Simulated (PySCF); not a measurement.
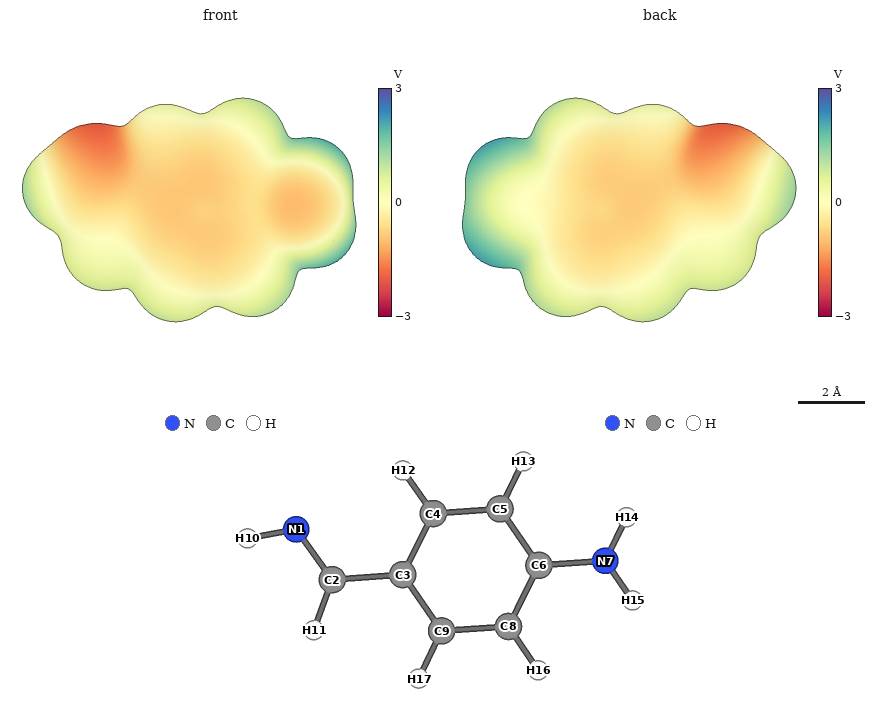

*C$_{7}$H$_{8}$N$_{2}$ (SMILES [H]/N=C/c1ccc(N)cc1). The molecular electrostatic potential painted on the density surface at 0.002 e/bohr³, seen from the front and from behind; the colour scale runs from red (negative) to blue (positive). The bare structure is drawn below in the same view.*

Geometry: GFN2-xTB.

Method: PBE0/pcSseg-1, SCF density, gas phase, non-relativistic (PySCF).

```xyz
17

N     3.2582   -0.5337    0.7202
C     2.5226   -0.3357   -0.2885
C     1.0924   -0.1336   -0.1562
C     0.4781   -0.1591    1.0991
C    -0.8767    0.0335    1.2230
C    -1.6696    0.2609    0.0922
N    -3.0124    0.5148    0.2205
C    -1.0570    0.2891   -1.1643
C     0.3008    0.0947   -1.2827
H     4.2464   -0.6601    0.5160
H     2.8929   -0.2991   -1.3254
H     1.0988   -0.3384    1.9625
H    -1.3446    0.0140    2.1973
H    -3.4545    0.2508    1.0849
H    -3.5809    0.4282   -0.6049
H    -1.6621    0.4668   -2.0425
H     0.7608    0.1188   -2.2611
```

Q: Which sites attract a positive test charge, and which a negative one?

A: A positive charge is drawn to the negative regions and a negative charge to the positive ones. The most negative region (about −1.9 V) lies over N1, the most positive (about +2.1 V) over H14 and H15. N1 is the likeliest acceptor of a hydrogen bond.

Q: How polar is the molecule by this calculation?

A: Its dipole moment is 3.08 D.
